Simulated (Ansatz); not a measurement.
## Electronic structure of C2H7FOSi (SMILES CC[SiH](O)F) in real space

The calculation's input:

```
crystal:
  periodic: [false, false, false]
  atoms:
    - {symbol: C, position_ang: [0.569072, 0.494026, 1.371305]}
    - {symbol: C, position_ang: [0.278007, 0.780787, -0.100722]}
    - {symbol: Si, position_ang: [-0.848752, -0.467175, -0.888984]}
    - {symbol: O, position_ang: [-0.245478, -1.987147, -0.861279]}
    - {symbol: F, position_ang: [-1.086308, -0.007809, -2.404990]}
    - {symbol: H, position_ang: [1.220191, 1.255352, 1.806657]}
    - {symbol: H, position_ang: [1.058538, -0.474086, 1.501029]}
    - {symbol: H, position_ang: [-0.349590, 0.472545, 1.963494]}
    - {symbol: H, position_ang: [1.209139, 0.822070, -0.678654]}
    - {symbol: H, position_ang: [-0.184547, 1.767655, -0.216822]}
    - {symbol: H, position_ang: [-2.169435, -0.564742, -0.231502]}
    - {symbol: H, position_ang: [0.626166, -2.146677, -1.225431]}
basis:
  gaussian: {orbitals: def2-TZVPP}
hamiltonian: {xc: pbe0, dispersion: d4}
output: {orbitals: {seedname: orbitals}}
```

Run with:

```sh
ansatz run in.yaml --threads 4 --pin off --events-out ev --progress --plain --max-ram 10444MiB
```

Geometry: PBE0-D4/def2-TZVP.

Theory: Ansatz 0.2.0, RKS PBE0-D4/def2-TZVPP.

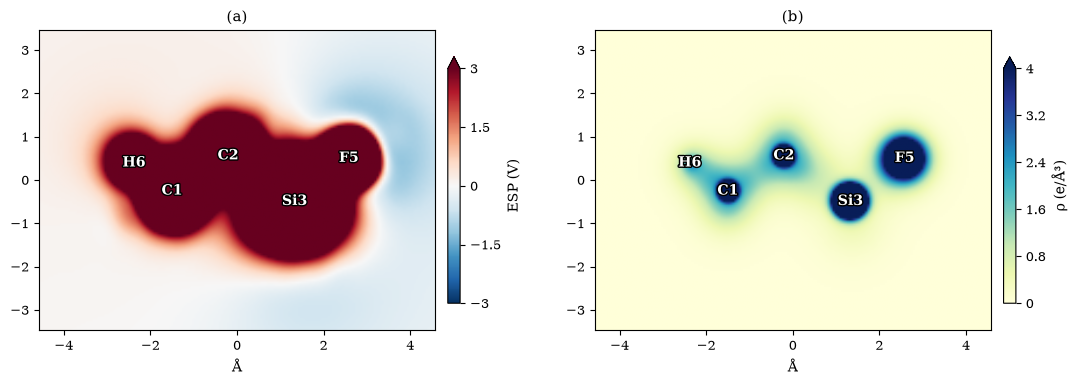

Figure 1. (a) electrostatic potential; (b) total electron density on the plane of atoms C2, C1 and H6.

Read the bonding off the picture.

Answer.
- The section cuts through C, Si, F and H sites.
- C–C (1.53 Å): the density is about 1.6 e/Å³ at the midpoint.
- Si–F (1.60 Å): ρ is about 1.1 e/Å³ halfway.
- C–Si (1.86 Å): ρ at the midpoint is about 1 e/Å³.
- C–H (1.09 Å): ρ is about 2 e/Å³ halfway.
- Outside the dense part of the molecule the potential is most negative (−1.2 V) near F5.

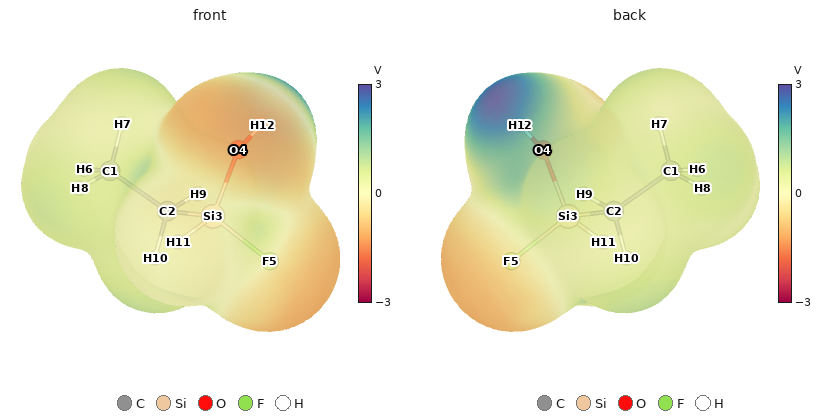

Figure 2. The molecular electrostatic potential painted on the density surface at 0.002 e/bohr³, seen from the front and from behind; red is negative and blue positive.

Describe the electrostatic potential map.

Answer. The most negative region (about −1.3 V) lies over O4, the most positive (about +2.8 V) over H12. O4 is the likeliest acceptor of a hydrogen bond.

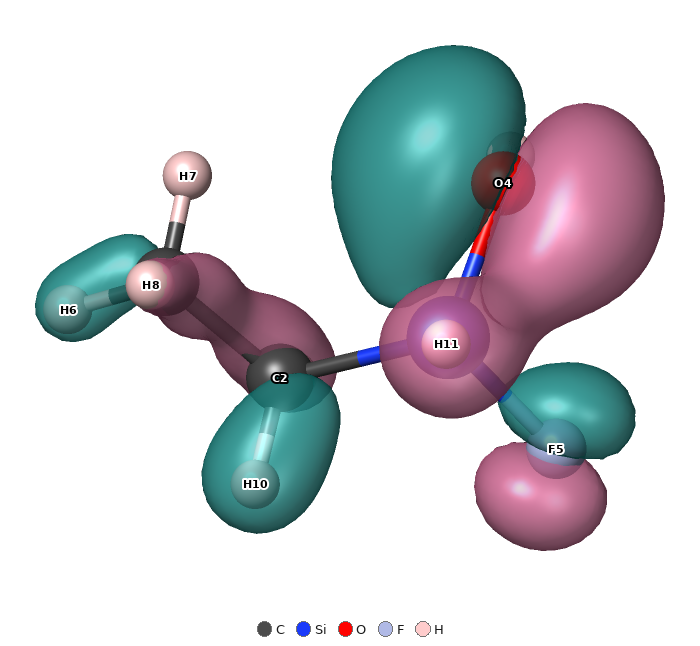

Figure 3. The HOMO−1 at ±0.08 Å⁻³ᐟ² (teal and pink are the two phases), seen across its widest extent.

Where does this orbital lie, and at what energy?

Answer. It lies mainly on O4 (about 70 %) and F5 (about 5 %); largely a lone pair of O4. Its energy is −9.81 eV.
